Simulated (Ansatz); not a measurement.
# ClFGeH5NSi: the cost of one run

All numbers are computed with Ansatz 0.2.0, driven from Python. Level of theory: B3LYP/def2-SVP.

## (1) Starting point

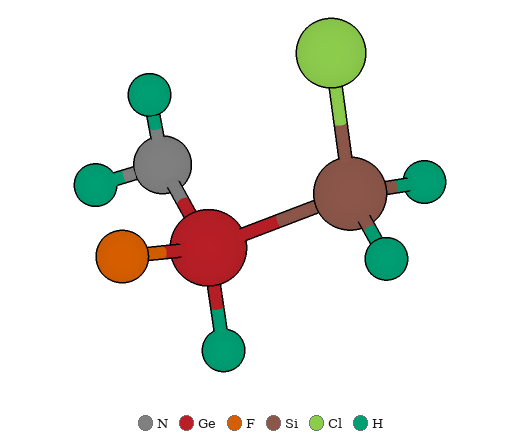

The structure that the script starts from, seen from a chosen angle (nitrogen grey, germanium red, fluorine orange, silicon brown, chlorine green, hydrogen teal).

No structure file is read: the coordinates are typed or built in the script.

## (2) The script

File opt.py:

```python
'''Minimum-energy structure of ClFGeH5NSi.'''

import itertools
import warnings

import ansatz as az
from ase.data import atomic_numbers, covalent_radii
import numpy as np
import pandas as pd

warnings.simplefilter('ignore', az.DeckWarning)

geometry_ang = [
    ('N', [-0.3733, 0.0744, 1.8469]),
    ('Ge', [0.6607, -0.3757, 0.4014]),
    ('F', [2.0482, 0.6654, 0.344]),
    ('Si', [-0.4458, -0.1292, -1.5739]),
    ('Cl', [-1.1346, 1.8429, -1.7936]),
    ('H', [0.1712, 0.0827, 2.6917]),
    ('H', [-0.6362, 1.1283, 1.7006]),
    ('H', [1.145, -1.8317, 0.5636]),
    ('H', [-1.6946, -1.0012, -1.4969]),
    ('H', [0.3424, -0.5072, -2.681]),
]
system = az.Crystal.molecule()
for symbol, xyz in geometry_ang:
    system = system.atom(symbol, xyz)

model = (
    system.calculation()
    .basis(gaussian='def2-SVP')
    .functional('b3lyp')
)
symbols = [site.symbol for site in system.cartesian_sites]
start = np.array([site.position_ang for site in system.cartesian_sites], dtype=float)
def progress(event):
    if event['event'] == 'relax_step':
        row = event['data']
        print(f'step {row["step"]:3d}  E = {row["lagrangian_ev"]:.6f} eV  largest force component {row["allowed_force_max_ev_ang"]:.4f} eV/A')


r = model.relax(force_tolerance=0.005).session().plan().execute(on_event=progress).report
end = np.array(r['positions_ang'])

print('reference energy %16.6f eV' % r['reference_energy_ev'])
print('total energy     %16.6f eV' % r['free_energy_ev'])
print('occupied orbitals outside the frozen core (up, down):', r['n_occupied'], ' frozen:', r['n_frozen'], ' virtual:', r['n_virtual'])

# pairs closer than 1.2 times the sum of covalent radii, before or after
radius = [covalent_radii[atomic_numbers[s]] for s in symbols]
span = lambda where, i, j: np.linalg.norm(where[i] - where[j])
bonded = [(i, j) for i, j in itertools.combinations(range(len(symbols)), 2) if min(span(start, i, j), span(end, i, j)) < 1.2 * (radius[i] + radius[j])]
print('pair        before    after (A)')
for i, j in bonded:
    print(f'{symbols[i]}{i}-{symbols[j]}{j}'.ljust(10), f'{span(start, i, j):8.4f} {span(end, i, j):8.4f}')
for first, second in list(itertools.combinations(bonded, 2)):
    shared = set(first) & set(second)
    if shared and symbols[(j := shared.pop())] != 'H':
        i, k = sorted((set(first) | set(second)) - {j})
        u, v = end[i] - end[j], end[k] - end[j]
        angle = np.degrees(np.arccos(np.clip(u @ v / np.linalg.norm(u) / np.linalg.norm(v), -1, 1)))
        print(f'final angle {symbols[i]}{i}-{symbols[j]}{j}-{symbols[k]}{k}: {angle:.2f} deg')

charges = r['charge_distribution']
table = pd.DataFrame({'atom': symbols, 'mulliken': charges['mulliken_charges_e'], 'lowdin': charges['lowdin_charges_e']})
print(table.round(3).to_string())
print('dipole (e A):', np.round(charges['dipole_moment_e_ang'], 4) + 0.0)
```

## (3) What the engine is handed

The engine receives this input:

```yaml
crystal:
  periodic: [false, false, false]
  atoms:
    - { symbol: "N", position_ang: [-0.3733, 0.0744, 1.8469] }
    - { symbol: Ge, position_ang: [0.6607, -0.3757, 0.4014] }
    - { symbol: F, position_ang: [2.0482, 0.6654, 0.344] }
    - { symbol: Si, position_ang: [-0.4458, -0.1292, -1.5739] }
    - { symbol: Cl, position_ang: [-1.1346, 1.8429, -1.7936] }
    - { symbol: H, position_ang: [0.1712, 0.0827, 2.6917] }
    - { symbol: H, position_ang: [-0.6362, 1.1283, 1.7006] }
    - { symbol: H, position_ang: [1.145, -1.8317, 0.5636] }
    - { symbol: H, position_ang: [-1.6946, -1.0012, -1.4969] }
    - { symbol: H, position_ang: [0.3424, -0.5072, -2.681] }
basis:
  gaussian:
    orbitals: def2-SVP
hamiltonian:
  xc: b3lyp
relax:
  f_tol: 0.005
```

## (4) Launch

The run is started by

```sh
$ python opt.py
```

**Question.** How long does this script take on 1 thread of Intel Xeon Platinum 8488C (Sapphire Rapids), shared host, and how much memory does it need?

About 2.6 min, with a peak of 0.44 GiB.
